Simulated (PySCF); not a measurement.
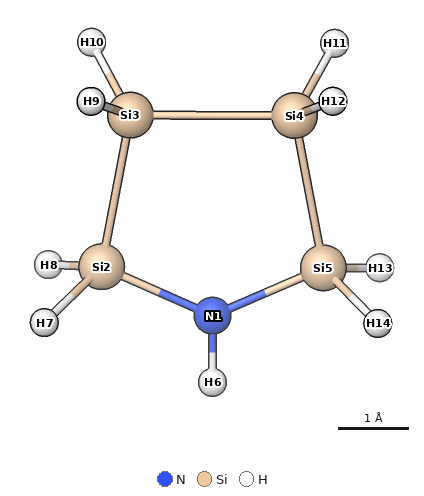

Figure 1. The structure as given in the input (ball-and-stick view, seen at a tilt; atoms are numbered from 1 in the order of the input). Bond lengths as drawn: H–N 1.02 Å, H–Si 1.50 Å, N–Si 1.75 Å and Si–Si 2.35 to 2.36 Å.

**Two runs on Si4NH9**

System: Si4NH9, SMILES N1[SiH2][SiH2][SiH2][SiH2]1.
Method of the first run: GIAO PBE0/pcSseg-1 NMR shielding, non-relativistic, gas phase (PySCF 2.14.0).

The geometry comes from this level: PBE0-D3(BJ)/def2-SVP. Text and figures count atoms from 1; the logs count them from 0 in places.

**The input, the first run**
```
{"job": {"kind": "nmr", "xc": "PBE0", "basis": "pcSseg-1", "pop": false}, "charge": 0, "multiplicity": 1}
N      0.314214    -1.753703     0.417196
Si    -1.422835    -1.552998     0.337871
Si    -1.743192     0.762034     0.045798
Si     0.495371     1.483406    -0.013134
Si     1.601123    -0.574905     0.285153
H      0.626435    -2.714427     0.547785
H     -2.086097    -2.050130     1.587008
H     -2.013497    -2.335681    -0.796486
H     -2.492340     1.365384     1.191329
H     -2.469660     1.064654    -1.226044
H      0.849301     2.124037    -1.317436
H      0.805060     2.436483     1.097521
H      2.512011    -0.888575    -0.863556
H      2.458590    -0.561101     1.515012
```

The first line tells a small driver script what to run in PySCF; the rest is the geometry in Å.

Command:
```bash
OMP_NUM_THREADS=1 python <driver script> task.json out
```

Hardware: 1 CPU thread, shared host.

**Output (the first run)**
```
coarse grid: 13144 points
cycle   1  E = -1217.5161782336  dE =  3.509e-02  |g| = 4.135e-01  |ddm| = 3.404e+00
cycle   2  E = -1217.4681905641  dE =  4.799e-02  |g| = 6.152e-01  |ddm| = 8.525e-01
cycle   3  E = -1217.5511386454  dE = -8.295e-02  |g| = 5.636e-02  |ddm| = 5.953e-01
cycle   4  E = -1217.5519116804  dE = -7.730e-04  |g| = 1.103e-02  |ddm| = 8.318e-02
cycle   5  E = -1217.5519427139  dE = -3.103e-05  |g| = 3.882e-03  |ddm| = 2.128e-02
cycle   6  E = -1217.5519479039  dE = -5.190e-06  |g| = 3.771e-04  |ddm| = 5.944e-03
final grid: 107048 points
cycle   7  E = -1217.5754212183  dE = -9.202e-06  |g| = 5.135e-03  |ddm| = 1.398e-02
cycle   8  E = -1217.5754129166  dE =  8.302e-06  |g| = 7.931e-03  |ddm| = 1.055e-02
cycle   9  E = -1217.5754263809  dE = -1.346e-05  |g| = 4.161e-04  |ddm| = 6.732e-03
cycle  10  E = -1217.5754264066  dE = -2.569e-08  |g| = 5.102e-05  |ddm| = 4.202e-04
cycle  11  E = -1217.5754264071  dE = -5.425e-10  |g| = 2.242e-05  |ddm| = 9.453e-05
converged SCF energy = -1217.5754264071

GIAO shielding tensors (ppm)
atom      isotropic    diamagn.    paramagn.     s11        s22        s33       span
  0 N      261.859     323.584     -61.725    209.718    252.692    323.167    113.448
  1 Si     388.947     878.736    -489.789    325.994    364.483    476.364    150.370
  2 Si     472.772     881.451    -408.679    464.800    473.805    479.712     14.911
  3 Si     472.682     881.547    -408.865    464.723    473.521    479.803     15.080
  4 Si     388.988     879.076    -490.089    326.142    364.525    476.295    150.154
  5 H       31.821      29.065       2.756     20.909     29.415     45.140     24.231
  6 H       26.244      27.815      -1.572     22.288     24.199     32.244      9.956
  7 H       26.253      28.003      -1.750     22.281     24.203     32.276      9.995
  8 H       27.783      29.221      -1.438     24.203     24.770     34.375     10.171
  9 H       27.789      29.261      -1.472     24.215     24.768     34.383     10.168
 10 H       27.786      29.396      -1.610     24.210     24.773     34.375     10.165
 11 H       27.784      29.353      -1.569     24.208     24.766     34.379     10.171
 12 H       26.250      28.480      -2.230     22.288     24.201     32.262      9.974
 13 H       26.247      28.329      -2.082     22.282     24.199     32.259      9.977
```

The second run used a changed input.

**The two runs side by side**

```csv
quantity,the first run,the second run
outcome,converged,converged
total energy (hartree),−1217.575426,−1218.125573
HOMO (eV),−7.44,−8.78
LUMO (eV),−0.64,0.48
dipole moment (D),0.65,0.63
shielding of N1 (ppm),261.9,262.4
shielding of Si2 (ppm),388.9,383.9
shielding of Si3 (ppm),472.8,463.0
shielding of Si4 (ppm),472.7,462.9
shielding of Si5 (ppm),389.0,384.0
shielding of H8 (ppm),26.3,26.5
shielding of H14 (ppm),26.2,26.5
SCF iterations,11,11
basis functions,158,158
wall time (shared host),15 s,22 s
```

What was changed in the input?

The change (lines with − go, lines with + come):
```diff
-"xc": "PBE0"
+"xc": "CAM-B3LYP"
```

The total energies belong to different methods, so their difference says nothing on which is more stable or more accurate. The HOMO goes from −7.44 to −8.78 eV. The LUMO goes from −0.64 to 0.48 eV. Of all shieldings, the largest change is that of Si3 and Si4, by −9.8 ppm. The functional changes from PBE0 to CAM-B3LYP. The number of SCF iterations is the same.

**Output (the second run)**
```
coarse grid: 13144 points
cycle   1  E = -1218.0603033479  dE =  3.332e-02  |g| = 4.284e-01  |ddm| = 3.372e+00
cycle   2  E = -1218.0533537206  dE =  6.950e-03  |g| = 4.940e-01  |ddm| = 6.748e-01
cycle   3  E = -1218.1034271305  dE = -5.007e-02  |g| = 5.026e-02  |ddm| = 3.864e-01
cycle   4  E = -1218.1040790894  dE = -6.520e-04  |g| = 1.600e-02  |ddm| = 8.289e-02
cycle   5  E = -1218.1041419919  dE = -6.290e-05  |g| = 2.326e-03  |ddm| = 2.055e-02
cycle   6  E = -1218.1041437693  dE = -1.777e-06  |g| = 4.686e-04  |ddm| = 3.693e-03
final grid: 107048 points
cycle   7  E = -1218.1255717433  dE = -4.430e-06  |g| = 2.387e-03  |ddm| = 7.980e-03
cycle   8  E = -1218.1255711572  dE =  5.861e-07  |g| = 2.905e-03  |ddm| = 4.021e-03
cycle   9  E = -1218.1255728574  dE = -1.700e-06  |g| = 2.235e-04  |ddm| = 2.143e-03
cycle  10  E = -1218.1255728654  dE = -7.966e-09  |g| = 3.443e-05  |ddm| = 2.334e-04
cycle  11  E = -1218.1255728658  dE = -4.270e-10  |g| = 1.113e-05  |ddm| = 7.571e-05
converged SCF energy = -1218.1255728658

GIAO shielding tensors (ppm)
atom      isotropic    diamagn.    paramagn.     s11        s22        s33       span
  0 N      262.374     323.762     -61.387    211.923    255.070    320.131    108.208
  1 Si     383.925     878.677    -494.752    324.252    358.278    469.244    144.992
  2 Si     462.950     881.326    -418.376    454.063    464.858    469.930     15.867
  3 Si     462.864     881.451    -418.588    453.993    464.582    470.015     16.023
  4 Si     383.964     879.032    -495.068    324.389    358.321    469.183    144.794
  5 H       31.936      29.207       2.729     21.309     29.658     44.840     23.531
  6 H       26.488      28.046      -1.558     22.621     24.467     32.376      9.754
  7 H       26.498      28.276      -1.778     22.617     24.473     32.404      9.787
  8 H       27.968      29.293      -1.325     24.516     25.022     34.366      9.850
  9 H       27.974      29.392      -1.419     24.526     25.020     34.375      9.849
 10 H       27.971      29.567      -1.596     24.521     25.025     34.367      9.846
 11 H       27.970      29.463      -1.493     24.520     25.018     34.371      9.850
 12 H       26.495      28.774      -2.279     22.621     24.471     32.392      9.771
 13 H       26.491      28.586      -2.094     22.618     24.468     32.389      9.771
```
